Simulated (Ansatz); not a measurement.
# CF (SMILES [C]F): U-revPBE/STO-3G

What is the vertical doublet–quartet gap of CF at U-revPBE/STO-3G? 

The results are computed with Ansatz 0.2.0.

44 further runs of the same task are left out: 9 that didn't finish, 35 set aside as unsound or not needed.

### 1 The structure to begin with

CF has 2 atoms, charge 0, and is taken as a doublet. SMILES: `[C]F`. Geometry: relaxed at PBE0-D4/def2-TZVP.

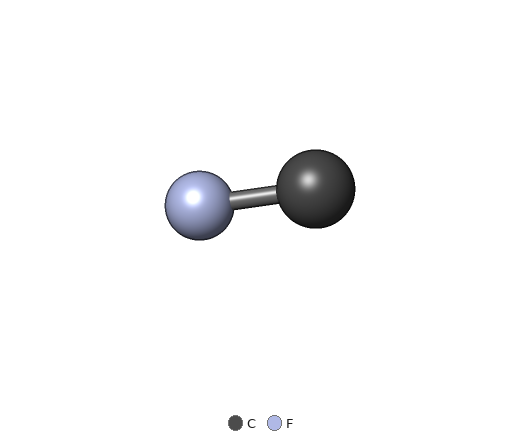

The structure, seen from a chosen angle (carbon dark grey, fluorine light blue).

### 2 A single-point energy at U-revPBE/STO-3G

run.yaml

```yaml
crystal:
  periodic: [false, false, false]
  atoms:
    - symbol: C
      position_ang: [-0.000000, 0.000000, 0.003080]
    - symbol: F
      position_ang: [0.000000, -0.000000, 1.271320]
basis:
  gaussian:
    orbitals: STO-3G
magnetization:
  spin_polarized: true
  initial_magnetization: 1
hamiltonian:
  xc: {name: revPBE}
accuracy: high
```

Command:

```bash
$ ansatz run run.yaml --threads 1 --pin off --max-ram 3480MiB --events-out events.jsonl --progress --plain --runs-dir runs
```

The program printed:

```text
Warning: RAYON_NUM_THREADS=1 ignored (pool sized by the plan → 1); use --threads N
Functional definition: revPBE
  name "revPBE"
  parameter kappa = 1.245
  parameter beta = 0.06672455060314922
  exchange = pbe_x(kappa = kappa, mu = beta*pi^2/3)
  correlation = pbe_c(beta = beta)
149 factors; integrals over basis functions are off by at most 3.2e-8 eV
mean field evaluation 1: about -3692.8978 eV, gradient 2.6e1 eV
mean field evaluation 2: about -3689.5190 eV, gradient 2.9e1 eV
mean field evaluation 4: about -3696.1567 eV, gradient 2.1e-1 eV
mean field evaluation 8: about -3696.1349 eV, gradient 3.0e-3 eV
mean field evaluation 16: about -3696.1349 eV, gradient 7.8e-8 eV
mean field -3696.13487409 eV, -135.8304512926 hartree, gradient 7.3e-8 eV, S^2 0.751154; 1 other end points of the search recorded, 0 dependent functions left out
reference -3696.13487506 eV, -135.8304513282 hartree; 8, 7 occupied and 2, 3 virtual orbitals, 149 factors
Total energy: -3696.13487506 eV, -135.8304513282 hartree
```

Wall time 0.79 s (1 thread of Arm Neoverse V1, shared host).

### 3 The quartet at the same level

in.yaml

```yaml
crystal:
  periodic: [false, false, false]
  atoms:
    - {symbol: C, position_ang: [-0.000000, 0.000000, 0.003080]}
    - {symbol: F, position_ang: [0.000000, -0.000000, 1.271320]}
basis:
  gaussian:
    orbitals: STO-3G
magnetization:
  spin_polarized: true
  initial_magnetization: 3
hamiltonian:
  xc: {name: revPBE}
accuracy: high
```

Command:

```bash
$ ansatz run in.yaml --threads 1 --pin off --max-ram 3480MiB --events-out events.jsonl --progress --plain --runs-dir runs
```

The program printed:

```text
Warning: RAYON_NUM_THREADS=1 ignored (pool sized by the plan → 1); use --threads N
Functional definition: revPBE
  name "revPBE"
  parameter kappa = 1.245
  parameter beta = 0.06672455060314922
  exchange = pbe_x(kappa = kappa, mu = beta*pi^2/3)
  correlation = pbe_c(beta = beta)
149 factors; integrals over basis functions are off by at most 3.2e-8 eV
mean field evaluation 1: about -3686.7401 eV, gradient 3.0e1 eV
mean field evaluation 2: about -3686.1133 eV, gradient 2.7e1 eV
mean field evaluation 4: about -3692.3428 eV, gradient 1.0e-1 eV
mean field evaluation 8: about -3692.3266 eV, gradient 1.7e-4 eV
mean field evaluation 16: about -3692.3266 eV, gradient 2.4e-8 eV
mean field -3692.32662677 eV, -135.6905007850 hartree, gradient 2.4e-8 eV, S^2 3.750295; 0 other end points of the search recorded, 0 dependent functions left out
reference -3692.32662785 eV, -135.6905008245 hartree; 9, 6 occupied and 1, 4 virtual orbitals, 149 factors
Total energy: -3692.32662785 eV, -135.6905008245 hartree
```

Wall time 0.54 s (1 thread of Arm Neoverse V1, shared host).

### 4 Summary of results

Level: U-revPBE/STO-3G.

| quantity | value |
| --- | --- |
| doublet: total energy | -135.83045 Eh |
| doublet: ⟨S²⟩ | 0.751 |
| quartet: total energy | -135.69050 Eh |
| quartet: ⟨S²⟩ | 3.750 |
| vertical energy of the quartet above the doublet | 3.808 eV |

**Reading.** At this shape the quartet lies 3.81 eV (88 kcal/mol) above the doublet. In a minimal basis such a difference can be off by several eV, whatever the method.
